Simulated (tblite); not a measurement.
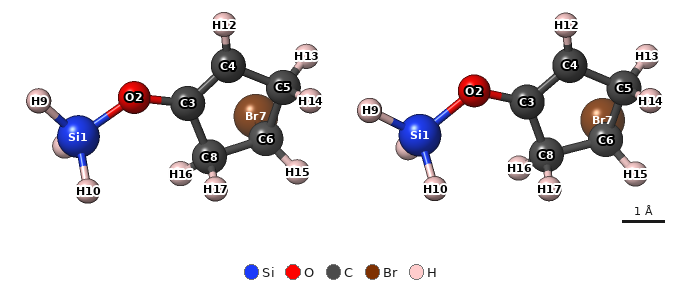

Two geometries of C₅H₉BrOSi, drawn at one scale. One is the start of a relaxation, the other its converged end. The picture is a ball-and-stick view, seen from a free direction.

Level of theory: tblite 0.8.0, GFN2-xTB geometry optimisation, gas phase. 

> Which of the two is the end point?

The left one is the relaxed one. After 67 geometry steps the energy has fallen by 4.26 kcal/mol. An H atom moves most after the best rigid fit: 0.32 Å. By element the largest moves are H 0.32 Å, Br 0.19 Å, O 0.16 Å, C 0.11 Å, Si 0.08 Å. Among the contacts that change: O–Si 1.673 → 1.629 Å, H–Si 1.481 → 1.452 Å, C–O 1.362 → 1.337 Å, C–C 1.352 → 1.330 Å. Bond angles that change, for instance: O–Si–H 110.1° → 98.9°, Si–O–C 124.7° → 133.7°, O–C–C 121.9° → 126.2°. The run took 0.89 s on 1 thread of Arm Neoverse N1 (shared host).
